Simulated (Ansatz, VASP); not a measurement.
# SiO2 (Quartz): VASP beside Ansatz, part 2 of 3

Wanted: the spread between two codes on one cell, functional and k mesh. The cell is taken from a series of VASP runs on this material, whose earlier steps may have relaxed, scaled or displaced it; both programs get it as it stands. Valence electrons are named where the data sets of a main pair hold unlike numbers.

VASP 6.6.1 and Ansatz 0.2.0.

So far. Step 3 (VASP: band structure, LDA): The run ends at a pressure of -1.10 GPa, with forces up to 0.018 eV/Å.

### Step 4. Comparison

Known differences besides the potentials themselves: the two LDA forms differ slightly; the cutoff is 420 eV in Ansatz and 460 eV in VASP; VASP's log shows a relativistic correction to its local exchange, Ansatz's none. Total energies have different zeros and are not compared.

Both answers:

```csv
quantity,Ansatz,VASP,difference
pressure (GPa),-1.17,-1.10,-0.08
pressure without Ansatz's Pulay correction (GPa),-2.01,-1.10,-0.91
gap over the path points (eV),5.730,5.733,-0.002
```

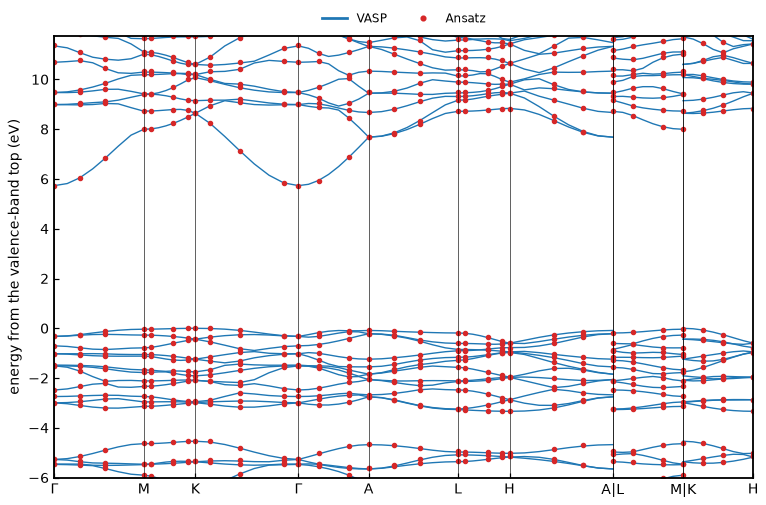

Bands from VASP (lines) and levels from Ansatz (dots). Dots without a line are higher empty bands that the VASP plot leaves out.

Levels at points of the path, from each program's valence-band top (eV; 4 filled, then empty):

```csv
k (reciprocal lattice),Ansatz,VASP
0.000 0.000 0.000,-1.02 -0.70 -0.32 -0.32 5.73 9.01 9.01,-1.02 -0.70 -0.33 -0.33 5.73 8.99 8.99
0.143 0.000 0.000,-1.02 -0.78 -0.27 -0.25 6.05 9.00 9.05,-1.02 -0.78 -0.28 -0.25 6.05 8.98 9.03
0.286 0.000 0.000,-1.02 -0.85 -0.24 -0.12 6.84 9.05 9.12,-1.03 -0.85 -0.24 -0.13 6.84 9.03 9.10
0.500 0.000 0.000,-1.04 -0.78 -0.27 -0.04 8.00 8.72 9.41,-1.05 -0.79 -0.27 -0.04 8.00 8.72 9.39
0.476 0.048 0.000,-1.05 -0.76 -0.28 -0.03 8.02 8.72 9.42,-1.06 -0.77 -0.28 -0.03 8.01 8.73 9.41
0.405 0.190 0.000,-1.12 -0.60 -0.33 -0.01 8.24 8.79 9.29,-1.12 -0.60 -0.33 -0.01 8.23 8.79 9.28
0.357 0.286 0.000,-1.19 -0.48 -0.39 0.00 8.49 8.76 9.16,-1.20 -0.49 -0.39 0.00 8.49 8.75 9.16
0.333 0.333 0.000,-1.23 -0.43 -0.43 0.00 8.64 8.64 9.14,-1.24 -0.44 -0.44 0.00 8.64 8.64 9.14
0.286 0.286 0.000,-1.14 -0.54 -0.35 -0.01 8.23 8.95 9.16,-1.15 -0.55 -0.35 -0.01 8.23 8.94 9.16
0.190 0.190 0.000,-0.97 -0.82 -0.26 -0.08 7.14 9.08 9.22,-0.97 -0.82 -0.26 -0.08 7.14 9.06 9.21
```

At this near-relaxed geometry the largest component of a force difference is 21 meV/Å. Among the levels compared at these points, filled levels agree within 9 meV and empty ones within 30 meV. Ansatz's pressure holds a Pulay correction of 0.83 GPa; VASP's holds none.

### Step 5. What the set-up changes

Further runs change the set-up of one program: Ansatz's method, potentials or start, or VASP's data sets, cutoff or form of LDA. The table gives Ansatz less VASP for each quantity, since a change that brings one quantity closer may part another.

```csv
run,r.m.s. force difference (meV/Å),pressure (GPa),gap over the path points (eV),pressure without Ansatz's Pulay correction (GPa)
as above,13,-0.078,-0.0025,-0.91
cores kept as stored,6.5,0.44,0.0021,-0.33
Ansatz's larger PAW set (cutoff 900 eV),10,-0.0049,0.0084,-0.10
norm-conserving potentials (cutoff 1143 eV),64,-1.7,0.050,
```

### Step 6. VASP: band structure, PBE

Levels along a path test the potential and the projectors away from the mesh points.

Contents of INCAR:

```
SYSTEM = SiO2
PREC = Accurate
ENCUT = 460
EDIFF = 1E-06
NELM = 100
ISMEAR = 0
SIGMA = 0.03
LREAL = .FALSE.
ALGO = Normal
GGA = PE
NBANDS = 46
LORBIT = 11
LWAVE = .FALSE.
LCHARG = .FALSE.
KPAR = 16
LASPH = .TRUE.
```

Contents of POSCAR:

```
SiO2
1.0
    4.9158000000      0.0000000000      0.0000000000
   -2.4579000000      4.2572076799      0.0000000000
    0.0000000000      0.0000000000      5.4091000000
Si O
3 6
Direct
    0.4692648135      0.4692648135      0.0000000000
    0.0000000000      0.5307351865      0.6666666667
    0.5307351865      0.0000000000      0.3333333333
    0.8553402672      0.2683029818      0.4517397088
    0.7316970182      0.5870372854      0.7850730422
    0.4129627146      0.1446597328      0.1184063755
    0.2683029818      0.8553402672      0.5482602912
    0.5870372854      0.7316970182      0.2149269578
    0.1446597328      0.4129627146      0.8815936245
```

Contents of KPOINTS:

```
Automatic mesh
0
Gamma
6 6 4
0 0 0
```

Contents of KPOINTS_OPT:

```
Line mode
8
Line-mode
Reciprocal
  0.00000000   0.00000000   0.00000000 GAMMA
  0.50000000   0.00000000   0.00000000 M

  0.50000000   0.00000000   0.00000000 M
  0.33333333   0.33333333   0.00000000 K

  0.33333333   0.33333333   0.00000000 K
  0.00000000   0.00000000   0.00000000 GAMMA

  0.00000000   0.00000000   0.00000000 GAMMA
  0.00000000   0.00000000   0.50000000 A

  0.00000000   0.00000000   0.50000000 A
  0.50000000   0.00000000   0.50000000 L

  0.50000000   0.00000000   0.50000000 L
  0.33333333   0.33333333   0.50000000 H

  0.33333333   0.33333333   0.50000000 H
  0.00000000   0.00000000   0.50000000 A

  0.50000000   0.00000000   0.50000000 L
  0.50000000   0.00000000   0.00000000 M

  0.33333333   0.33333333   0.00000000 K
  0.33333333   0.33333333   0.50000000 H
```

The projector-augmented-wave data sets are Si and O (PBE family, release 64).

Command:

```sh
mpirun -np 16 vasp_std
```

Numbers of over 12 decimals in the logs are rounded to 6 here.

Output:

```text
[banner, memory and clock lines left out]
running   16 mpi-ranks, on    1 nodes
[...]
[... a notice as in an earlier step ...]

 LDA part: xc-table for (Slater+PW92), standard interpolation
 POSCAR, INCAR and KPOINTS ok, starting setup
[...]
entering main loop
       N       E                     dE             d eps       ncg     rms          rms(c)
DAV:   1     0.207798853413E+03    0.20780E+03   -0.22693E+04  2208   0.882E+02
DAV:   2    -0.671266108535E+02   -0.27493E+03   -0.26559E+03  2670   0.234E+02
DAV:   3    -0.804568058353E+02   -0.13330E+02   -0.13237E+02  2696   0.500E+01
DAV:   4    -0.805628305177E+02   -0.10602E+00   -0.10600E+00  2522   0.498E+00
[...]
DAV:  12    -0.710674329066E+02   -0.10891E-04   -0.18884E-05  2526   0.195E-02    0.153E-02
DAV:  13    -0.710674345933E+02   -0.16866E-05   -0.55927E-06  2540   0.111E-02    0.505E-03
DAV:  14    -0.710674350528E+02   -0.45956E-06   -0.33627E-07  1984   0.267E-03
   1 F= -.71067435E+02 E0= -.71067435E+02  d E =-.766170E-13
 Start KPOINTS_OPT (optional k-point list driver)
k-point batch [1-24\72]
       N       E                     dE             ncg
DAV:   1    -0.137614147587E+03   -0.18388E+05     2208
DAV:   2    -0.628583901151E+04   -0.61482E+04     2668
DAV:   3    -0.659881337512E+04   -0.31297E+03     2760
DAV:   4    -0.660135467966E+04   -0.25413E+01     2544
DAV:   5    -0.660138006388E+04   -0.25384E-01     2684
DAV:   6    -0.660138045613E+04   -0.39225E-03     2664
DAV:   7    -0.660138046372E+04   -0.75899E-05     2370
DAV:   8    -0.660138046403E+04   -0.30278E-06     1904
[...]
k-point batch [49-72\72]
       N       E                     dE             ncg
DAV:   1    -0.877076212788E+02   -0.28341E+05     2216
DAV:   2    -0.629995404628E+04   -0.62122E+04     2680
DAV:   3    -0.660106566592E+04   -0.30111E+03     2714
DAV:   4    -0.660351650688E+04   -0.24508E+01     2602
DAV:   5    -0.660354104005E+04   -0.24533E-01     2634
DAV:   6    -0.660354142288E+04   -0.38283E-03     2722
DAV:   7    -0.660354143048E+04   -0.75964E-05     2366
DAV:   8    -0.660354143075E+04   -0.27021E-06     2002
```

OUTCAR, selected parts (step 6):

```text
  Total        4.1271812      4.1271812      4.2430393      0.0000000      0.0000000      0.0000000
  in kB       58.4144203     58.4144203     60.0542280      0.0000000      0.0000000      0.0000000
  external PRESSURE =      58.9610229 kB  Pullay stress =       0.0000000 kB

 POSITION                                       TOTAL-FORCE (eV/Angst)
 -----------------------------------------------------------------------------------
      1.15341      1.99776      0.00000        -0.000534     -0.000924      0.000000
     -1.30449      2.25945      3.60607        -0.000534      0.000924     -0.000000
      2.60899      0.00000      1.80303         0.001067      0.000000      0.000000
      3.54522      1.14222      2.44351         0.269157     -0.001392     -0.156491
      2.15400      2.49914      4.24654        -0.133373      0.233793     -0.156491
      1.67448      0.61585      0.64047        -0.135784     -0.232401     -0.156491
     -0.78342      3.64136      2.96559        -0.135784      0.232401      0.156491
      1.08732      3.11499      1.16256         0.269157      0.001392      0.156491
     -0.30390      1.75807      4.76863        -0.133373     -0.233793      0.156491
 -----------------------------------------------------------------------------------
    total drift:                                0.000011      0.000018     -0.000001

  FREE ENERGIE OF THE ION-ELECTRON SYSTEM (eV)
  ---------------------------------------------------
  free  energy   TOTEN  =       -71.0674350528 eV

  energy  without entropy=      -71.0674350528  energy(sigma->0) =      -71.06743505

[... 2 parts as in an earlier step ...]

[... 1 further part left out ...]
[key lines of the parts left out:]
E-fermi :   1.2304
```

The run ends at a pressure of 5.90 GPa, with forces up to 0.31 eV/Å.

### Step 7. Ansatz: band structure, PBE

The same cell, functional, mesh and smearing now go to Ansatz, which takes its cutoff from its data sets.

The cell is taken from a series of VASP runs on this material, whose earlier steps may have relaxed, scaled or displaced it; both programs get it as it stands.

Contents of input.yaml:

```yaml
crystal:
  lattice:
    - [4.9158, 0.0, 0.0]
    - [-2.4579, 4.2572076799, 0.0]
    - [0.0, 0.0, 5.4091]
  atoms:
    - { symbol: Si, position: [0.4692648135, 0.4692648135, 0.0] }
    - { symbol: Si, position: [0.0, 0.5307351865, 0.6666666667] }
    - { symbol: Si, position: [0.5307351865, 0.0, 0.3333333333] }
    - { symbol: O, position: [0.8553402672, 0.2683029818, 0.4517397088] }
    - { symbol: O, position: [0.7316970182, 0.5870372854, 0.7850730422] }
    - { symbol: O, position: [0.4129627146, 0.1446597328, 0.1184063755] }
    - { symbol: O, position: [0.2683029818, 0.8553402672, 0.5482602912] }
    - { symbol: O, position: [0.5870372854, 0.7316970182, 0.2149269578] }
    - { symbol: O, position: [0.1446597328, 0.4129627146, 0.8815936245] }
hamiltonian:
  xc: pbe
  pseudopotentials: { kind: paw }
kpoints:
  mp_grid: { grid: [6, 6, 4] }
  band_path:
    path:
      - [0.0, 0.0, 0.0]
      - [0.14286, 0.0, 0.0]
      - [0.28571, 0.0, 0.0]
      - [0.5, 0.0, 0.0]
      - [0.47619, 0.04762, 0.0]
      - [0.40476, 0.19048, 0.0]
      - [0.35714, 0.28571, 0.0]
      - [0.33333, 0.33333, 0.0]
      - [0.28571, 0.28571, 0.0]
      - [0.19048, 0.19048, 0.0]
      - [0.04762, 0.04762, 0.0]
      - [0.0, 0.0, 0.0]
      - [0.0, 0.0, 0.14286]
      - [0.0, 0.0, 0.35714]
      - [0.0, 0.0, 0.5]
      - [0.14286, 0.0, 0.5]
      - [0.28571, 0.0, 0.5]
      - [0.5, 0.0, 0.5]
      - [0.47619, 0.04762, 0.5]
      - [0.40476, 0.19048, 0.5]
      - [0.35714, 0.28571, 0.5]
      - [0.33333, 0.33333, 0.5]
      - [0.19048, 0.19048, 0.5]
      - [0.09524, 0.09524, 0.5]
      - [0.5, 0.0, 0.5]
      - [0.5, 0.0, 0.35714]
      - [0.5, 0.0, 0.14286]
      - [0.5, 0.0, 0.0]
      - [0.33333, 0.33333, 0.14286]
      - [0.33333, 0.33333, 0.28571]
      - [0.33333, 0.33333, 0.5]
    npoints: 1
scf:
  occupations: { method: gaussian, width: 0.03 }
  n_extra_bands: 10
output:
  forces: true
  stress: true
  eigenvalues: true
```

Command:

```sh
ansatz run input.yaml --threads 4 --pin off --max-ram 9216MiB --backend cpu --events-out ev --progress --plain --runs-dir out
```

Output:

```text
[...]
Crystal: 9 atoms, lattice volume = 113.199 Å³
Basis set: ecut = 420 eV, 2209 PW (Γ), exchange–correlation on 72×72×80 points (8 copies of the dense FFT grid, shifted against one another)
Bands: 34, of which v1, the nominal top of the filled ones, is band 24 counted from 1 (23 counted from 0)
Symmetry: 6 space group operations
[...]
k-points: 24 of 144 (time reversal used)
[...]
k-point 0: bands = [... 20 lower, 1.5270, 1.8382, 2.2263, 2.2263, 8.5098, 11.8475, 11.8475, 12.3057, ... 6 higher]
  k-point 1: bands = [... 20 lower, 1.4560, 1.9913, 2.3150, 2.4389, 9.1094, 11.6775, 11.7750, 11.8110, ... 6 higher]
  k-point 2: bands = [... 20 lower, 1.3251, 2.3138, 2.3138, 2.4477, 10.4641, 10.4641, 11.5999, 12.2786, ... 6 higher]
  k-point 23: bands = [... 20 lower, 1.6035, 1.7749, 1.9579, 1.9579, 11.5030, 12.3129, 12.3129, 12.6251, ... 6 higher]
[key lines of the parts left out:]
SCF converged after 6 iterations
Free energy (F): -5322.135780 eV
Fermi energy:    5.522667 eV
P = ⅓ Tr σ = 6.3858 GPa (63.858 kbar)
```

Elapsed: 1.9 s, on 4 threads of Intel Xeon 6975P-C (Granite Rapids), shared host; peak memory 0.47 GiB.

### Step 8. Differences

Both answers:

```csv
quantity,Ansatz,VASP,difference
pressure (GPa),6.39,5.90,+0.49
pressure without Ansatz's Pulay correction (GPa),5.78,5.90,-0.12
gap over the path points (eV),5.974,5.977,-0.003
```

Forces (eV/Å; atoms numbered as in POSCAR):

```csv
atom,"Ansatz x, y, z","VASP x, y, z"
Si1,"0.007, 0.012, 0.000","-0.001, -0.001, 0.000"
Si2,"0.007, -0.012, 0.000","-0.001, 0.001, 0.000"
Si3,"-0.014, 0.000, 0.000","0.001, 0.000, 0.000"
O4,"0.274, -0.007, -0.158","0.269, -0.001, -0.156"
O5,"-0.131, 0.241, -0.158","-0.133, 0.234, -0.156"
O6,"-0.143, -0.234, -0.158","-0.136, -0.232, -0.156"
O7,"-0.143, 0.234, 0.158","-0.136, 0.232, 0.156"
O8,"0.274, 0.007, 0.158","0.269, 0.001, 0.156"
O9,"-0.131, -0.241, 0.158","-0.133, -0.234, 0.156"
```

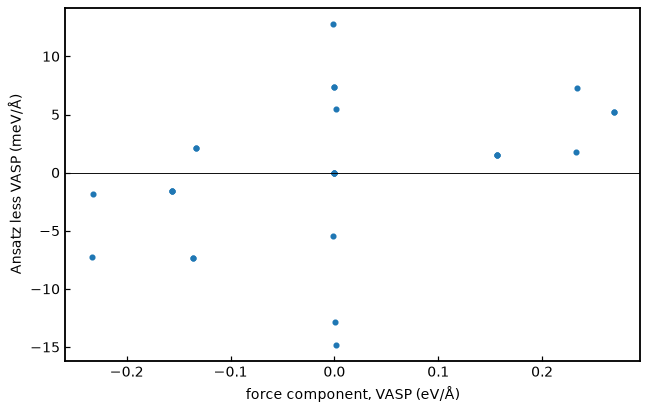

Difference of the force components against their size.

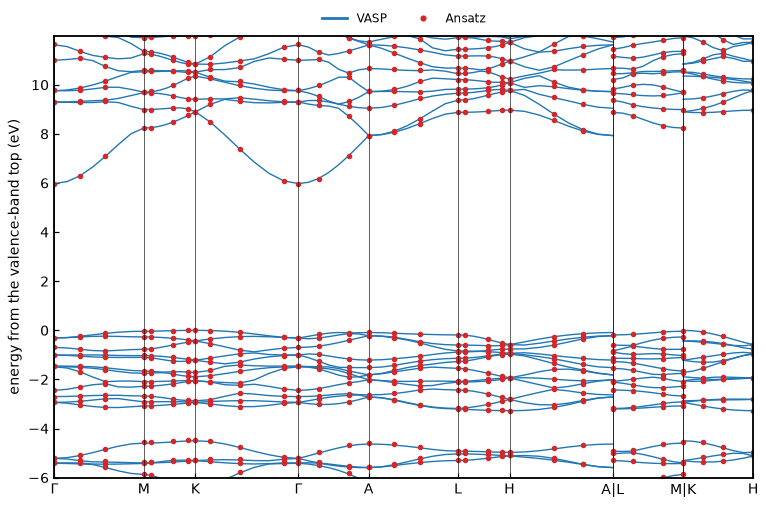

Bands from VASP (lines) and levels from Ansatz (dots). Dots without a line are higher empty bands that the VASP plot leaves out.

Levels at points of the path, from each program's valence-band top (eV; 4 filled, then empty):

```csv
k (reciprocal lattice),Ansatz,VASP
0.000 0.000 0.000,-1.01 -0.70 -0.31 -0.31 5.97 9.31 9.31,-1.01 -0.70 -0.31 -0.31 5.98 9.30 9.30
0.143 0.000 0.000,-1.01 -0.77 -0.27 -0.24 6.29 9.29 9.34,-1.00 -0.77 -0.27 -0.24 6.30 9.27 9.33
0.286 0.000 0.000,-1.01 -0.84 -0.24 -0.12 7.09 9.32 9.38,-1.01 -0.84 -0.24 -0.12 7.09 9.31 9.37
0.500 0.000 0.000,-1.02 -0.77 -0.27 -0.04 8.24 8.98 9.69,-1.03 -0.77 -0.27 -0.04 8.24 8.99 9.68
0.476 0.048 0.000,-1.03 -0.75 -0.27 -0.03 8.26 8.99 9.68,-1.04 -0.76 -0.27 -0.04 8.26 9.00 9.67
0.405 0.190 0.000,-1.10 -0.59 -0.33 -0.01 8.48 9.05 9.55,-1.10 -0.59 -0.33 -0.01 8.48 9.05 9.55
0.357 0.286 0.000,-1.17 -0.48 -0.39 0.00 8.75 9.02 9.42,-1.18 -0.48 -0.39 0.00 8.75 9.02 9.43
0.333 0.333 0.000,-1.21 -0.43 -0.43 0.00 8.90 8.90 9.41,-1.22 -0.43 -0.43 0.00 8.90 8.90 9.41
0.286 0.286 0.000,-1.12 -0.54 -0.35 -0.01 8.49 9.20 9.43,-1.13 -0.54 -0.35 -0.01 8.49 9.20 9.43
0.190 0.190 0.000,-0.95 -0.81 -0.26 -0.08 7.39 9.34 9.48,-0.96 -0.81 -0.26 -0.08 7.39 9.33 9.47
```

The forces differ by 6.1 meV/Å r.m.s., which is 4.2 % of the r.m.s. force of 0.147 eV/Å (both taken over all components). Among the levels compared at these points, filled levels agree within 7 meV and empty ones within 18 meV. Ansatz's pressure holds a Pulay correction of 0.61 GPa; VASP's holds none.

### Step 9. VASP: band structure, r2SCAN

Levels along a path test the potential and the projectors away from the mesh points.

INCAR, as its differences from that of step 6:

```diff
@@ -9,3 +9,4 @@
 ALGO = Normal
-GGA = PE
+METAGGA = R2SCAN
+LASPH = .TRUE.
 NBANDS = 46
@@ -15,2 +16 @@
 KPAR = 16
-LASPH = .TRUE.
```

POSCAR is that of step 6.

KPOINTS is that of step 6.

KPOINTS_OPT is that of step 6.

Command:

```sh
mpirun -np 16 vasp_std
```

Output:

```text
[banner, memory and clock lines left out]
running   16 mpi-ranks, on    1 nodes
[...]
[... a notice as in an earlier step ...]

|                                                                             |
|               ----> ADVICE to this user running VASP <----                  |
|                                                                             |
|     You enforced a specific xc type in the INCAR file but a different       |
|     [... a line on the potential file left out ...]
|     I HOPE YOU KNOW WHAT YOU ARE DOING!                                     |
|                                                                             |

 LDA part: xc-table for (None), standard interpolation
 POSCAR, INCAR and KPOINTS ok, starting setup
[...]
entering main loop
       N       E                     dE             d eps       ncg     rms          rms(c)
DAV:   1     0.180760216223E+03    0.18076E+03   -0.23114E+04  2208   0.901E+02
DAV:   2    -0.995477705695E+02   -0.28031E+03   -0.27070E+03  2662   0.239E+02
[...]
DAV:  13    -0.894508942634E+02    0.27414E-05   -0.36962E-06  2492   0.975E-03    0.526E-03
DAV:  14    -0.894508944847E+02   -0.22135E-06   -0.24043E-07  1914   0.245E-03
   1 F= -.89450894E+02 E0= -.89450894E+02  d E =-.552562E-25
 Start KPOINTS_OPT (optional k-point list driver)
k-point batch [1-24\72]
       N       E                     dE             ncg
DAV:   1    -0.768384313076E+03   -0.19019E+05     2208
DAV:   2    -0.714503568428E+04   -0.63767E+04     2676
DAV:   3    -0.745981071778E+04   -0.31478E+03     2744
DAV:   4    -0.746215362869E+04   -0.23429E+01     2576
DAV:   5    -0.746217524391E+04   -0.21615E-01     2676
DAV:   6    -0.746217556230E+04   -0.31839E-03     2656
DAV:   7    -0.746217556839E+04   -0.60893E-05     2372
DAV:   8    -0.746217556862E+04   -0.22388E-06     1954
[...]
k-point batch [49-72\72]
       N       E                     dE             ncg
DAV:   1    -0.718622404463E+03   -0.28972E+05     2216
DAV:   2    -0.715896524258E+04   -0.64403E+04     2656
DAV:   3    -0.746206153923E+04   -0.30310E+03     2722
DAV:   4    -0.746432919360E+04   -0.22677E+01     2624
DAV:   5    -0.746435016283E+04   -0.20969E-01     2642
DAV:   6    -0.746435047631E+04   -0.31348E-03     2712
DAV:   7    -0.746435048245E+04   -0.61410E-05     2344
DAV:   8    -0.746435048267E+04   -0.21930E-06     2016
```

Parts of OUTCAR (step 9):

```text
  Total        0.3588573      0.3588573      0.4475324     -0.0000000      0.0000000      0.0000000
  in kB        5.0791176      5.0791176      6.3341884     -0.0000000      0.0000000      0.0000000
  external PRESSURE =       5.4974745 kB  Pullay stress =       0.0000000 kB

 POSITION                                       TOTAL-FORCE (eV/Angst)
 -----------------------------------------------------------------------------------
      1.15341      1.99776      0.00000        -0.011637     -0.020156      0.000000
     -1.30449      2.25945      3.60607        -0.011637      0.020156      0.000000
      2.60899      0.00000      1.80303         0.023274      0.000000     -0.000000
      3.54522      1.14222      2.44351         0.031463      0.014308     -0.030850
      2.15400      2.49914      4.24654        -0.028122      0.020094     -0.030850
      1.67448      0.61585      0.64047        -0.003341     -0.034402     -0.030850
     -0.78342      3.64136      2.96559        -0.003341      0.034402      0.030850
      1.08732      3.11499      1.16256         0.031463     -0.014308      0.030850
     -0.30390      1.75807      4.76863        -0.028122     -0.020094      0.030850
 -----------------------------------------------------------------------------------
    total drift:                                0.000046      0.000080     -0.000001

  FREE ENERGIE OF THE ION-ELECTRON SYSTEM (eV)
  ---------------------------------------------------
  free  energy   TOTEN  =       -89.4508944847 eV

  energy  without entropy=      -89.4508944847  energy(sigma->0) =      -89.45089448

[... 2 parts as in an earlier step ...]

[... 1 further part left out ...]
[key lines of the parts left out:]
E-fermi :   0.8418
```

The PAW data sets were made with PBE, which is usual practice but a small mismatch for other functionals.

(Continued in part 3 of 3.)

[Lines on the potential files, build, host, timing and source positions are cut from VASP's logs without a mark.]

[Logs are printed without paths, hosts, clocks, repeated set-up lines and the standing remarks that a program may print on its own settings, such as how far it seeks lower states.]

[Hosts, paths, dates, database ids (printed as entryN), source tags and the programs' standing remarks are cut or masked in the printed files.]
